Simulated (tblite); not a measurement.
Run report: C2H9GeO2 (charge −1), geometry relaxation

The run: geometry relaxation of C2H9GeO2, charge −1, SMILES C[O][GeH3-][O]C. Method and program: GFN2-xTB geometry optimisation, gas phase (tblite 0.8.0).

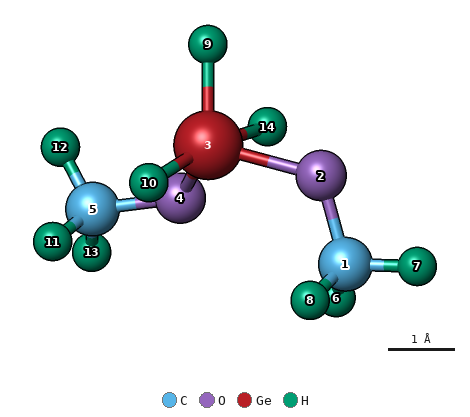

Fig. 1: The starting structure (ball-and-stick view, seen at a tilt; atoms are numbered from 1 in the order of the input). Sticks mark near contacts.

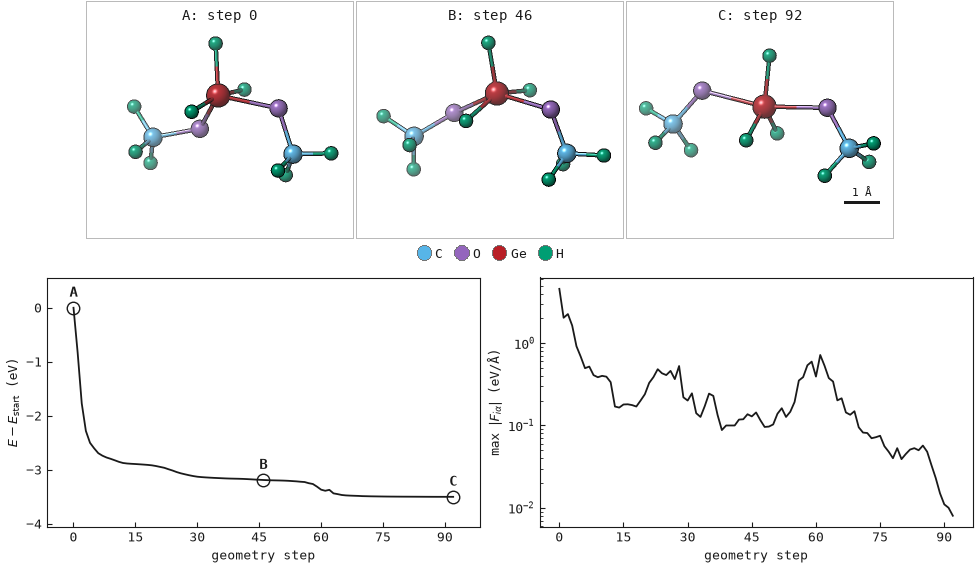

Fig. 2: Frames of the relaxation (ball-and-stick view, seen at an oblique angle) above the curves, on which the letters mark them (steps are counted from 0).

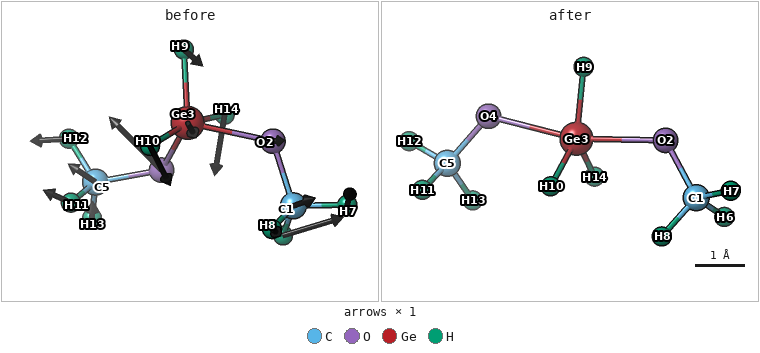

Fig. 3: Before (left) and after (right) the relaxation, at one scale (ball-and-stick view, seen at an oblique angle). The black arrows give the displacements, at true length. O4 moves most after the best rigid fit: 1.57 Å. Largest moves by element: O 1.57 Å, H 1.35 Å, C 0.70 Å, Ge 0.59 Å. Distances before and after: Ge3–O4 1.755 → 1.984 Å, O2–Ge3 1.800 → 1.987 Å, Ge3–H14 1.589 → 1.526 Å, Ge3–H9 1.531 → 1.489 Å. Among the angles that change: O2–Ge3–O4 105.4° → 167.3°, H10–Ge3–H14 167.7° → 109.1°, H9–Ge3–H14 76.1° → 124.0°. The energy falls by 3.501 eV in 92 geometry steps. Largest force component: 4.6 eV/Å at the start, 0.008 eV/Å at the end. (Atoms are counted from 1 in the order of the input.)

These pictures come from the run below.

### Input
```
{"job": {"kind": "relax", "xc": "GFN2-xTB", "basis": "xTB"}, "charge": -1, "multiplicity": 1}
C     -1.994600    -0.194700    -1.209300
O     -1.843800     0.503500    -0.012400
Ge    -0.197000     0.906900     0.591800
O      0.675300    -0.616200     0.619300
C      2.072500    -0.679200     0.707100
H     -1.564200    -1.194900    -1.191900
H     -3.091700    -0.296800    -1.387500
H     -1.576200     0.377500    -2.057000
H     -0.397300     1.496200     1.990200
H      0.506500     1.831100    -0.411900
H      2.546600    -0.056700    -0.092800
H      2.460100    -0.358400     1.678500
H      2.385000    -1.714600     0.552400
H     -0.811200    -0.297100     1.427600
```

The first line tells a small driver script what to run in tblite; the rest is the geometry in Å.

Launch command:
```bash
OMP_NUM_THREADS=1 python <driver script> task.json out
```

### The program's output
```
step      E/eV     max force
  0    -517.35450    4.698
  1    -518.17941    2.998
  2    -519.12633    2.320
  3    -519.63549    1.680
  4    -519.85495    1.021
  5    -519.95678    0.722
  6    -520.04671    0.565
  7    -520.09317    0.602
  8    -520.12702    0.574
  9    -520.15149    0.494
 10    -520.17880    0.497
 11    -520.20721    0.523
 12    -520.22863    0.368
 13    -520.23815    0.229
 14    -520.24359    0.188
 15    -520.24797    0.212
 16    -520.25294    0.211
 17    -520.25826    0.226
 18    -520.26412    0.239
 19    -520.27213    0.269
 20    -520.28519    0.309
 21    -520.30153    0.378
 22    -520.31774    0.416
 23    -520.34387    0.546
 24    -520.36826    0.563
 25    -520.39670    0.594
 26    -520.41971    0.514
 27    -520.43802    0.467
 28    -520.45530    0.650
 29    -520.47055    0.261
 30    -520.48272    0.235
 31    -520.49006    0.282
 32    -520.49545    0.191
 33    -520.50004    0.158
 34    -520.50420    0.186
 35    -520.50770    0.247
 36    -520.51135    0.230
 37    -520.51472    0.136
 38    -520.51727    0.106
 39    -520.51903    0.113
 40    -520.52074    0.135
 41    -520.52322    0.139
 42    -520.52677    0.153
 43    -520.53110    0.157
 44    -520.53551    0.148
 45    -520.53957    0.141
 46    -520.54336    0.153
 47    -520.54675    0.117
 48    -520.54915    0.104
 49    -520.55090    0.107
 50    -520.55264    0.130
 51    -520.55499    0.161
 52    -520.55838    0.182
 53    -520.56351    0.156
 54    -520.56861    0.192
 55    -520.57579    0.240
 56    -520.58109    0.376
 57    -520.60279    0.441
 58    -520.61754    0.623
 59    -520.66667    0.635
 60    -520.72261    0.455
 61    -520.74293    0.797
 62    -520.72572    0.594
 63    -520.79121    0.378
 64    -520.80495    0.395
 65    -520.82117    0.230
 66    -520.82881    0.243
 67    -520.83266    0.166
 68    -520.83564    0.145
 69    -520.83821    0.150
 70    -520.84224    0.112
 71    -520.84388    0.099
 72    -520.84585    0.092
 73    -520.84698    0.079
 74    -520.84814    0.086
 75    -520.84922    0.085
 76    -520.85014    0.066
 77    -520.85082    0.056
 78    -520.85136    0.055
 79    -520.85188    0.065
 80    -520.85232    0.042
 81    -520.85265    0.048
 82    -520.85294    0.054
 83    -520.85328    0.056
 84    -520.85368    0.053
 85    -520.85412    0.061
 86    -520.85454    0.052
 87    -520.85486    0.039
 88    -520.85507    0.032
 89    -520.85518    0.019
 90    -520.85524    0.013
 91    -520.85526    0.011
 92    -520.85528    0.009
```

### Trajectory as extended XYZ (Å, eV, eV/Å), 15 of the 93 frames kept, from step=0 to step=92
```
14
Properties=species:S:1:pos:R:3:forces:R:3 step=0 energy=-517.35450
C    -1.9946   -0.1947   -1.2093   -0.9150   0.9130   0.0230
O    -1.8438    0.5035   -0.0124   -1.5060   1.1290  -3.0830
Ge   -0.1970    0.9069    0.5918   -2.0300  -1.7470   2.7970
O     0.6753   -0.6162    0.6193    4.5780  -0.3460  -0.9950
C     2.0725   -0.6792    0.7071    0.5870  -0.2330  -1.3780
H    -1.5642   -1.1949   -1.1919    0.2310  -0.0790   0.1650
H    -3.0917   -0.2968   -1.3875    0.3760  -0.0480  -0.0570
H    -1.5762    0.3775   -2.0570    0.0130  -0.2430  -0.0530
H    -0.3973    1.4962    1.9902    0.7790   1.8450  -0.5530
H     0.5065    1.8311   -0.4119    0.0690   0.0350  -0.0840
H     2.5466   -0.0567   -0.0928    0.0390  -0.2390   0.4610
H     2.4601   -0.3584    1.6785   -0.1830   0.1310   0.0100
H     2.3850   -1.7146    0.5524    0.1610  -0.1800  -0.0630
H    -0.8112   -0.2971    1.4276   -2.2000  -0.9370   2.8090
14
Properties=species:S:1:pos:R:3:forces:R:3 step=7 energy=-520.09317
C    -2.0511   -0.1366   -1.2807   -0.0650   0.0250  -0.0720
O    -1.9751    0.7245   -0.1982   -0.0890  -0.1500  -0.2180
Ge   -0.4112    0.6669    0.8327    0.1560   0.3180  -0.0410
O     0.8220   -0.7002    0.4983    0.5200  -0.1560   0.1130
C     2.1933   -0.6894    0.6424    0.0990  -0.0850  -0.1040
H    -1.5615   -1.1113   -1.1254   -0.0230   0.1750   0.1770
H    -3.1206   -0.3392   -1.4850    0.1950   0.1150  -0.0970
H    -1.5834    0.3118   -2.1748   -0.1610  -0.0690   0.0320
H    -0.2864    1.8127    1.9530   -0.0650  -0.1310  -0.0310
H     0.4514    1.7537   -0.3166   -0.2270  -0.4140   0.3730
H     2.7261   -0.0511   -0.1016   -0.3100  -0.2250   0.2400
H     2.5228   -0.3564    1.6491   -0.1560  -0.0350  -0.2680
H     2.5320   -1.7399    0.5197    0.0960   0.3220  -0.0680
H    -1.0882   -0.4388    1.7909    0.0280   0.3110  -0.0360
14
Properties=species:S:1:pos:R:3:forces:R:3 step=13 energy=-520.23815
C    -2.0595   -0.1270   -1.2982   -0.0390   0.0740   0.0170
O    -2.0059    0.7574   -0.2399    0.0720   0.0560   0.0370
Ge   -0.3996    0.6868    0.8335   -0.1040  -0.0310  -0.0170
O     0.8601   -0.7549    0.5176   -0.1290  -0.1380   0.1300
C     2.2240   -0.7066    0.6344   -0.1150   0.0490  -0.0330
H    -1.5607   -1.0786   -1.0741   -0.0630   0.0300  -0.0710
H    -3.1164   -0.3273   -1.5343   -0.0350  -0.0790   0.0190
H    -1.6051    0.2947   -2.2102    0.1010  -0.0410   0.0250
H    -0.2945    1.8268    1.9576   -0.0370   0.0280   0.1270
H     0.3774    1.6080   -0.1931    0.0840  -0.0720  -0.1050
H     2.7033   -0.0491   -0.1076   -0.0090   0.0710  -0.0370
H     2.5235   -0.3519    1.6310    0.1700  -0.0510   0.0110
H     2.6181   -1.7260    0.4880    0.0760   0.0610   0.0190
H    -1.0947   -0.3457    1.7996    0.0280   0.0420  -0.1220
14
Properties=species:S:1:pos:R:3:forces:R:3 step=20 energy=-520.28519
C    -2.0713   -0.1035   -1.3065    0.0430  -0.0010   0.0480
O    -2.0195    0.8167   -0.2807    0.1220  -0.0150   0.1360
Ge   -0.4182    0.6853    0.8457    0.0570  -0.1040  -0.0170
O     0.8674   -0.8367    0.6457   -0.1490   0.1610   0.1980
C     2.2282   -0.7060    0.6344   -0.0820   0.0180   0.0420
H    -1.5935   -1.0595   -1.0693    0.0770  -0.0670   0.1680
H    -3.1225   -0.3265   -1.5400   -0.0740   0.1090  -0.1190
H    -1.5735    0.2756   -2.2106   -0.0770   0.0330  -0.1400
H    -0.3223    1.8558    2.0085    0.0000  -0.1220  -0.2400
H     0.4234    1.4881   -0.2089    0.0670   0.0180   0.0470
H     2.6067   -0.0044   -0.1210   -0.0550   0.1280  -0.1500
H     2.6084   -0.3649    1.6026    0.1210   0.1540   0.2390
H     2.6911   -1.6815    0.4505    0.0470  -0.2240  -0.1940
H    -1.1344   -0.3318    1.7536   -0.0960  -0.0870  -0.0180
14
Properties=species:S:1:pos:R:3:forces:R:3 step=26 energy=-520.41971
C    -2.0663   -0.0772   -1.2979    0.0170   0.0380  -0.0590
O    -1.9623    0.8616   -0.2943   -0.1080   0.1130  -0.3010
Ge   -0.4012    0.6169    0.8533    0.0790   0.0450  -0.0300
O     0.8940   -0.8401    0.9845    0.4610   0.0260  -0.0870
C     2.2262   -0.6803    0.6734   -0.0290   0.0630   0.0350
H    -1.6258   -1.0431   -0.9949   -0.1460   0.0650  -0.1870
H    -3.1262   -0.2439   -1.5720    0.0620   0.0110   0.2300
H    -1.5726    0.2544   -2.2333    0.1250  -0.0800   0.1540
H    -0.3667    1.7947    1.9160    0.0010  -0.0690  -0.1080
H     0.5598    1.3412   -0.2291   -0.1040  -0.1930   0.1630
H     2.3594    0.0704   -0.1337    0.0350  -0.0240   0.2380
H     2.7820   -0.3319    1.5720    0.0150  -0.1000  -0.3720
H     2.7063   -1.6219    0.3119   -0.3950   0.2470   0.2180
H    -1.2364   -0.3943    1.6481   -0.0110  -0.1420   0.1070
14
Properties=species:S:1:pos:R:3:forces:R:3 step=33 energy=-520.50004
C    -2.0674   -0.0465   -1.3057    0.0240  -0.0520  -0.0480
O    -1.9249    0.9289   -0.3493    0.0250  -0.0830   0.0070
Ge   -0.4023    0.5646    0.8538   -0.0360  -0.0100   0.0340
O     0.9589   -0.8115    1.1581    0.0190   0.0970   0.0510
C     2.2303   -0.6410    0.6957    0.0570  -0.0380   0.0750
H    -1.6787   -1.0322   -0.9921   -0.0470   0.0680   0.0520
H    -3.1359   -0.1916   -1.5449    0.0510   0.1050  -0.0650
H    -1.5315    0.2195   -2.2368   -0.1200  -0.0410  -0.0030
H    -0.3960    1.7458    1.8456   -0.0520   0.0790   0.1270
H     0.5944    1.1861   -0.1975   -0.0420  -0.0560  -0.1020
H     2.2577    0.1342   -0.0926    0.1120   0.0090  -0.0280
H     2.9210   -0.3138    1.4958   -0.0410  -0.0550  -0.0520
H     2.6208   -1.5796    0.2690    0.0040   0.0260  -0.0010
H    -1.2764   -0.4562    1.6049    0.0450  -0.0490  -0.0490
14
Properties=species:S:1:pos:R:3:forces:R:3 step=39 energy=-520.51903
C    -2.0715   -0.0413   -1.3122   -0.0530   0.0380   0.0030
O    -1.9048    0.9342   -0.3623   -0.0360   0.0350   0.0360
Ge   -0.4038    0.5577    0.8646    0.0240  -0.0030  -0.0430
O     0.9978   -0.7596    1.2394   -0.0500   0.0090   0.0240
C     2.2432   -0.6240    0.7107    0.1000  -0.0270   0.0460
H    -1.7176   -1.0313   -0.9770   -0.0680   0.0090  -0.0270
H    -3.1410   -0.1334   -1.5583   -0.0680  -0.0410  -0.0320
H    -1.5413    0.1947   -2.2529    0.0450  -0.0110   0.0280
H    -0.4349    1.7435    1.8643   -0.0150  -0.0250  -0.0520
H     0.5835    1.1088   -0.2300   -0.0430   0.0620   0.0090
H     2.2648    0.1542   -0.0783    0.0320   0.0040  -0.0140
H     2.9784   -0.3247    1.4748    0.0810  -0.0190   0.0330
H     2.5819   -1.5684    0.2558    0.0410  -0.0240   0.0060
H    -1.2647   -0.5038    1.5654    0.0090  -0.0060  -0.0170
14
Properties=species:S:1:pos:R:3:forces:R:3 step=46 energy=-520.54336
C    -2.1352   -0.0219   -1.3192   -0.0230   0.0010   0.0670
O    -1.9585    0.9364   -0.3576   -0.0300   0.0150   0.0590
Ge   -0.4006    0.5520    0.8412   -0.0720   0.0050  -0.0400
O     1.0739   -0.6688    1.3148    0.1110  -0.0620  -0.0570
C     2.3173   -0.6187    0.7523   -0.0340   0.0410  -0.0270
H    -1.8489   -1.0263   -0.9718   -0.0130  -0.1440   0.0510
H    -3.1951   -0.0752   -1.6166   -0.0450   0.0690  -0.0310
H    -1.5419    0.1726   -2.2297    0.0160   0.0620  -0.0450
H    -0.4961    1.7236    1.8389    0.0240  -0.0150  -0.0520
H     0.5165    1.1203   -0.2800    0.1030  -0.0500   0.0120
H     2.3738    0.1496   -0.0475    0.0140  -0.0120   0.0900
H     3.0982   -0.3812    1.4987   -0.0540   0.0180  -0.0460
H     2.5803   -1.5868    0.2850   -0.0070   0.0570   0.0830
H    -1.2137   -0.5691    1.4955    0.0120   0.0150  -0.0640
14
Properties=species:S:1:pos:R:3:forces:R:3 step=53 energy=-520.56351
C    -2.2049    0.0035   -1.3047   -0.0110  -0.0040  -0.0540
O    -1.9807    0.9360   -0.3288   -0.0350  -0.0510  -0.1150
Ge   -0.3870    0.5083    0.7965   -0.0380   0.0020   0.0920
O     1.1801   -0.5666    1.4592    0.0130   0.0590   0.0380
C     2.3785   -0.5772    0.8123   -0.0970   0.0030  -0.1050
H    -2.0320   -1.0378   -0.9572   -0.0850   0.1130   0.0130
H    -3.2474    0.0628   -1.6714    0.0750   0.0250   0.1130
H    -1.5487    0.1445   -2.1858    0.0090   0.0190   0.0240
H    -0.5636    1.6784    1.7668    0.0770  -0.0880  -0.0580
H     0.5475    0.9930   -0.3343   -0.0370  -0.0530  -0.0520
H     2.4251    0.1954    0.0170    0.0180  -0.0230   0.0020
H     3.2360   -0.3998    1.4836   -0.0680   0.0600   0.1270
H     2.5400   -1.5534    0.3227    0.1220  -0.0250  -0.0250
H    -1.1729   -0.6804    1.3281    0.0560  -0.0370  -0.0010
14
Properties=species:S:1:pos:R:3:forces:R:3 step=59 energy=-520.66667
C    -2.4194    0.0832   -1.2732    0.1240  -0.0120   0.1000
O    -2.0244    0.8544   -0.2179   -0.2310   0.0740   0.0010
Ge   -0.3111    0.3534    0.7023   -0.0030  -0.2170  -0.5970
O     1.3966   -0.1192    1.6736    0.1670   0.1170  -0.3440
C     2.5234   -0.4417    0.9523    0.0170  -0.1590   0.3780
H    -2.6494   -0.9650   -0.9831    0.0750   0.0890   0.0450
H    -3.3362    0.4843   -1.7444    0.1730   0.0740   0.0220
H    -1.6155    0.0277   -2.0296   -0.1670  -0.0520  -0.1880
H    -0.6570    1.4901    1.5829    0.1410  -0.0030   0.3090
H     0.4990    0.5826   -0.5698   -0.0730   0.0250  -0.0550
H     2.7644    0.2644    0.1303   -0.3040  -0.1280   0.0430
H     3.3908   -0.3979    1.6415   -0.0530  -0.1680  -0.1170
H     2.4878   -1.4723    0.5064   -0.0050   0.4980   0.2200
H    -0.8791   -1.0373    0.8327    0.1400  -0.1390   0.1830
14
Properties=species:S:1:pos:R:3:forces:R:3 step=66 energy=-520.82881
C    -2.5143    0.0911   -1.2476    0.0780   0.0280   0.0360
O    -2.0887    0.7211   -0.1142   -0.0060  -0.0640  -0.0020
Ge   -0.2703    0.3054    0.5545   -0.0580   0.0170   0.0660
O     1.4516    0.2488    1.5229    0.2140  -0.0800  -0.0840
C     2.5702   -0.3823    1.0424   -0.0270  -0.0180   0.1430
H    -2.8794   -0.9325   -1.0346   -0.0720   0.1120  -0.1050
H    -3.3246    0.6732   -1.7197   -0.0120  -0.1280  -0.0030
H    -1.6979   -0.0118   -1.9886   -0.0760  -0.0170  -0.0310
H    -0.6260    1.2906    1.6141    0.0050  -0.0390   0.0550
H     0.3446    0.6136   -0.8099    0.0640  -0.0050   0.0090
H     3.0086    0.1661    0.1853    0.0180  -0.1520   0.1040
H     3.3389   -0.4508    1.8414   -0.1190   0.0990  -0.1700
H     2.3750   -1.4207    0.7080   -0.0460   0.1500  -0.0270
H    -0.5177   -1.2053    0.6500    0.0360   0.0950   0.0080
14
Properties=species:S:1:pos:R:3:forces:R:3 step=72 energy=-520.84585
C    -2.5347    0.0879   -1.2469   -0.0470  -0.0040  -0.0020
O    -2.1123    0.6743   -0.0896    0.0060  -0.0440  -0.0600
Ge   -0.2568    0.3210    0.5401   -0.0020  -0.0060  -0.0180
O     1.4905    0.3264    1.4719    0.0070   0.0450  -0.0120
C     2.5835   -0.3807    1.0578   -0.0540  -0.0200   0.0130
H    -2.9392   -0.9247   -1.0743    0.0120  -0.0590  -0.0160
H    -3.3377    0.6771   -1.7231    0.0170   0.0720   0.0470
H    -1.7211   -0.0125   -1.9882    0.0040  -0.0200  -0.0060
H    -0.6314    1.2367    1.6506   -0.0140   0.0320   0.0100
H     0.3086    0.6569   -0.8454    0.0400   0.0190   0.0810
H     3.0922    0.1001    0.2047    0.0190  -0.0150  -0.0520
H     3.3163   -0.4516    1.8800   -0.0030  -0.0340  -0.0070
H     2.3290   -1.4100    0.7444    0.0260   0.0410   0.0130
H    -0.4169   -1.1942    0.6218   -0.0120  -0.0080   0.0090
14
Properties=species:S:1:pos:R:3:forces:R:3 step=79 energy=-520.85188
C    -2.5396    0.0755   -1.2552   -0.0190   0.0120   0.0320
O    -2.1089    0.6417   -0.0905   -0.0110  -0.0250   0.0020
Ge   -0.2534    0.3296    0.5461    0.0280  -0.0100  -0.0140
O     1.5103    0.3684    1.4580    0.0190   0.0060   0.0090
C     2.5815   -0.3776    1.0556   -0.0530  -0.0370   0.0020
H    -2.9447   -0.9413   -1.1012   -0.0130  -0.0010  -0.0020
H    -3.3418    0.6873   -1.7050    0.0330  -0.0170  -0.0090
H    -1.7298   -0.0179   -2.0014   -0.0080   0.0200  -0.0250
H    -0.6477    1.2349    1.6584   -0.0060   0.0310  -0.0020
H     0.3215    0.6975   -0.8202    0.0070   0.0030   0.0020
H     3.1138    0.0657    0.1949   -0.0150   0.0400  -0.0130
H     3.3086   -0.4697    1.8803    0.0080   0.0000   0.0060
H     2.2939   -1.4000    0.7536   -0.0040  -0.0200   0.0020
H    -0.3936   -1.1874    0.6306    0.0330  -0.0040   0.0090
14
Properties=species:S:1:pos:R:3:forces:R:3 step=85 energy=-520.85412
C    -2.5349    0.0669   -1.2552    0.0160  -0.0070  -0.0220
O    -2.0996    0.6164   -0.0856    0.0040   0.0100   0.0110
Ge   -0.2406    0.3349    0.5522   -0.0230   0.0220   0.0160
O     1.5130    0.3772    1.4801   -0.0140  -0.0210  -0.0100
C     2.5661   -0.3796    1.0536    0.0170  -0.0040   0.0050
H    -2.9406   -0.9516   -1.1139   -0.0010   0.0000  -0.0140
H    -3.3346    0.6858   -1.6938   -0.0570   0.0160  -0.0140
H    -1.7336   -0.0109   -2.0134    0.0190  -0.0140   0.0220
H    -0.6617    1.2465    1.6525    0.0220   0.0080  -0.0090
H     0.3423    0.7194   -0.8066   -0.0030  -0.0010   0.0070
H     3.0868    0.0692    0.1868   -0.0310  -0.0240   0.0050
H     3.3083   -0.4853    1.8626    0.0180   0.0060   0.0210
H     2.2633   -1.3994    0.7540   -0.0080   0.0230  -0.0250
H    -0.3641   -1.1830    0.6308    0.0420  -0.0140   0.0090
14
Properties=species:S:1:pos:R:3:forces:R:3 step=92 energy=-520.85528
C    -2.5354    0.0641   -1.2582    0.0050  -0.0050  -0.0010
O    -2.1004    0.6047   -0.0833   -0.0080   0.0010   0.0040
Ge   -0.2382    0.3386    0.5559    0.0020   0.0010   0.0050
O     1.5129    0.3790    1.4877   -0.0020   0.0000   0.0010
C     2.5600   -0.3819    1.0546    0.0030   0.0000  -0.0010
H    -2.9408   -0.9559   -1.1255    0.0020   0.0000  -0.0060
H    -3.3389    0.6848   -1.6920    0.0040  -0.0010   0.0010
H    -1.7316   -0.0085   -2.0136   -0.0010   0.0000   0.0030
H    -0.6602    1.2561    1.6501    0.0060   0.0030  -0.0020
H     0.3459    0.7341   -0.7990   -0.0060  -0.0010   0.0010
H     3.0735    0.0641    0.1831    0.0010  -0.0020   0.0020
H     3.3076   -0.4918    1.8587    0.0010  -0.0010  -0.0030
H     2.2485   -1.3982    0.7517   -0.0040   0.0030   0.0010
H    -0.3329   -1.1826    0.6338   -0.0040   0.0010  -0.0060
```

### Key numbers

| quantity | value |
| --- | --- |
| outcome | converged |
| total energy | −520.8553 eV |
| hardware | 1 CPU thread, shared host |
| wall time | 1 s |
| peak memory | 0.49 GiB |
